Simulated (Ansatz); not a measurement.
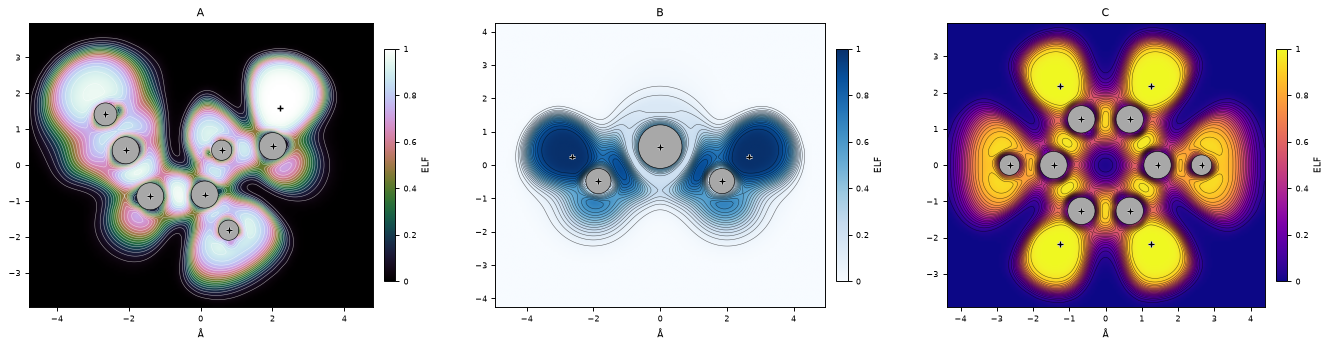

The electron localisation function of 3 systems, each on a plane through atoms (crosses mark nuclei in the plane; grey discs cover the cores).

These are results of Ansatz 0.2.0, RKS PBE0-D4/def2-TZVPP, not measurements.

System 1: C2H6Cl2Sn (SMILES [CH3][Sn]([CH3])([Cl])[Cl]), the plane of atoms Sn2, C3 and H9. Geometry: PBE0-D4/def2-TZVP; core potentials replace the inner electrons of Sn.

```xyz
11

C    -1.8502    0.3216    0.2763
Sn    0.1552    0.3866   -0.4097
C     1.6357   -0.9265    0.3522
Cl    0.0984    0.0870   -2.7240
Cl    0.9269    2.5629   -0.0676
H    -1.8767    0.5240    1.3467
H    -2.4178    1.0837   -0.2557
H    -2.2741   -0.6615    0.0724
H     2.5785   -0.7032   -0.1450
H     1.7414   -0.7738    1.4261
H     1.3483   -1.9578    0.1490
```

System 2: C6H4O2 (SMILES O=C1C=CC(=O)C=C1), the molecular plane. Geometry: PBE0-D4/def2-TZVP.

```yaml
atoms:
  - { symbol: O, position_ang: [0.9708, -1.5602, 1.9151] }
  - { symbol: C, position_ang: [0.5289, -0.8472, 1.0385] }
  - { symbol: C, position_ang: [0.9035, 0.5787, 0.9477] }
  - { symbol: C, position_ang: [0.4176, 1.3623, -0.0154] }
  - { symbol: C, position_ang: [-0.5162, 0.8380, -1.0327] }
  - { symbol: O, position_ang: [-0.9588, 1.5512, -1.9089] }
  - { symbol: C, position_ang: [-0.8905, -0.5880, -0.9422] }
  - { symbol: C, position_ang: [-0.4046, -1.3716, 0.0209] }
  - { symbol: H, position_ang: [1.5900, 0.9374, 1.7067] }
  - { symbol: H, position_ang: [0.6757, 2.4117, -0.1054] }
  - { symbol: H, position_ang: [-1.5769, -0.9467, -1.7013] }
  - { symbol: H, position_ang: [-0.6626, -2.4210, 0.1108] }
```

System 3: C4H5NO2 (SMILES COC(=O)CC#N), the plane of atoms C3, C5 and C6. Geometry: PBE0-D4/def2-TZVP.

```yaml
atoms:
  - { symbol: C, position_ang: [-0.1583, -2.0025, 0.3897] }
  - { symbol: O, position_ang: [0.1680, -0.6126, 0.4268] }
  - { symbol: C, position_ang: [-0.3375, 0.1171, -0.5560] }
  - { symbol: O, position_ang: [-1.0261, -0.2980, -1.4444] }
  - { symbol: C, position_ang: [0.0552, 1.5811, -0.4601] }
  - { symbol: C, position_ang: [0.8171, 1.9645, 0.7130] }
  - { symbol: N, position_ang: [1.4186, 2.2935, 1.6342] }
  - { symbol: H, position_ang: [0.2103, -2.4533, -0.5320] }
  - { symbol: H, position_ang: [0.3311, -2.4409, 1.2553] }
  - { symbol: H, position_ang: [-1.2385, -2.1389, 0.4468] }
  - { symbol: H, position_ang: [-0.8650, 2.1683, -0.5116] }
  - { symbol: H, position_ang: [0.6251, 1.8217, -1.3619] }
```

> Match each panel to its system.

Panel A is system 3, C4H5NO2: the plane holds C, O, N and H. C–N (1.15 Å): the ELF peaks at about 0.85 between the atoms (a short, multiple covalent bond). Panel B is system 1, C2H6Cl2Sn: the plane holds C, Sn and H. C–Sn (2.12 Å): the ELF peaks at about 0.90 in the valence shell of C, 0.7 Å from its nucleus, and drops to about 0.20 between the two atoms. Panel C is system 2, C6H4O2: the plane holds O, C and H. C–O (1.21 Å): the ELF peaks at about 0.85 between the atoms: a multiple bond.
